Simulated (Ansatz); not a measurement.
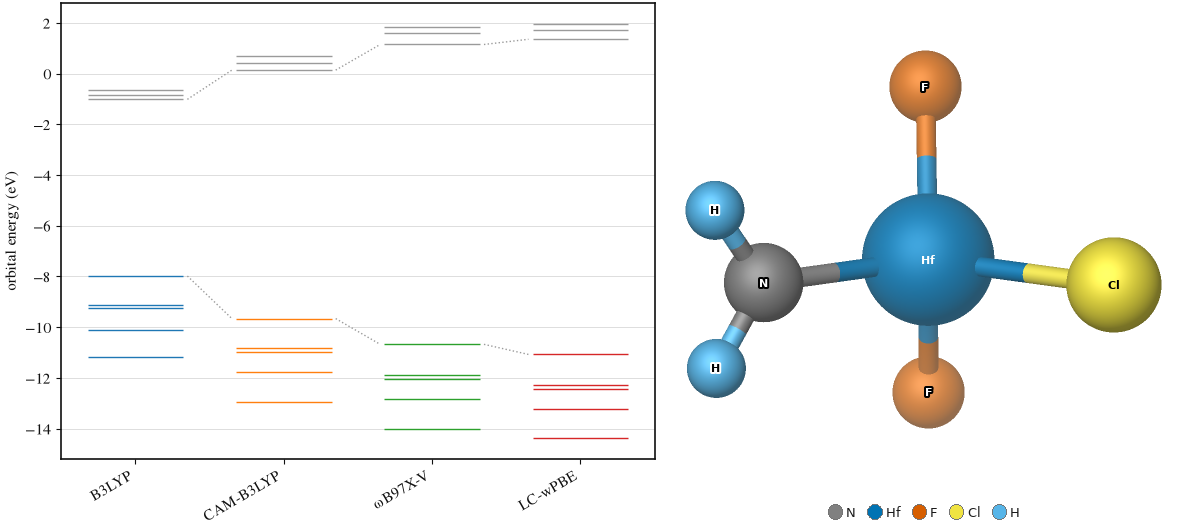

Frontier orbital energies of HfNH₂ClF₂, SMILES [NH2][Hf]([F])([F])[Cl], singlet at one geometry, def2-TZVPP, the Ansatz code 0.2.0, at a PBE0-D4/def2-TZVP geometry (a minimum by its frequencies). Empty levels are grey, levels within 0.1 eV stand side by side; all columns show the same few orbitals around the gap. Dotted lines join the HOMOs and the LUMOs.

Question: How do the frontier levels move from column to column?

Answer: The separation grows from 6.97 eV (B3LYP) to 12.43 eV (LC-wPBE).

```
    level  HOMO (eV)  LUMO (eV)  separation (eV)
    B3LYP      −7.98      −1.02             6.97
CAM-B3LYP      −9.66       0.14             9.80
  ωB97X-V     −10.68       1.15            11.82
  LC-wPBE     −11.07       1.35            12.43
```

Caveats, for all or some of the runs: core potentials past krypton; empty levels above zero depend strongly on the basis; spin-orbit coupling is left out, and with Hf it can shift these levels and split any degenerate set.
